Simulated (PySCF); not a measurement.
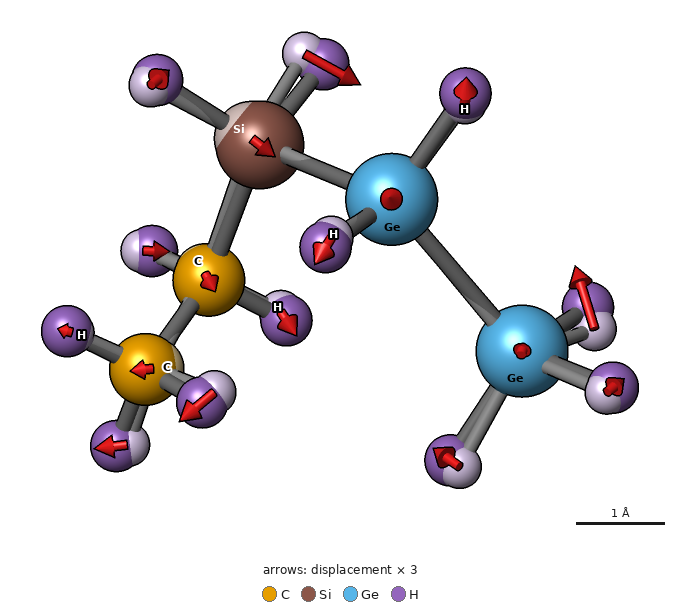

A relaxation of C2H12Ge2Si. The starting structure is drawn faded, the final one solid; red arrows show the displacements, 3 times their true length. The two geometries are superimposed by the best rigid fit.

The picture is a ball-and-stick view, seen at a tilt.

The start comes from GFN2-xTB. Its atoms were then displaced at random by about 0.01 Å.

All numbers below come from PBE0-D3(BJ)/def2-SVP geometry optimisation, gas phase in PySCF 2.14.0, density-fitted response routines. 

**Which element moves most?**

Hydrogen: up to 0.28 Å, against 0.12 Å for silicon.

**What did the optimiser do to the structure, and how much energy did it gain?**

Over 6 geometry steps the energy falls by 0.294 eV. An H atom moves most after the best rigid fit: 0.28 Å. Largest moves by element: H 0.28 Å, Si 0.12 Å, Ge 0.12 Å, C 0.10 Å. Among the contacts that change: Ge–H 1.476 → 1.543 Å, H–Si 1.452 → 1.498 Å, Ge–H 1.496 → 1.542 Å, Ge–Ge 2.381 → 2.425 Å. Among the angles between lasting bonds that change: Si–Ge–Ge 116.5° → 109.0°, H–Ge–H 101.1° → 107.6°, H–Ge–H 103.8° → 108.0°.
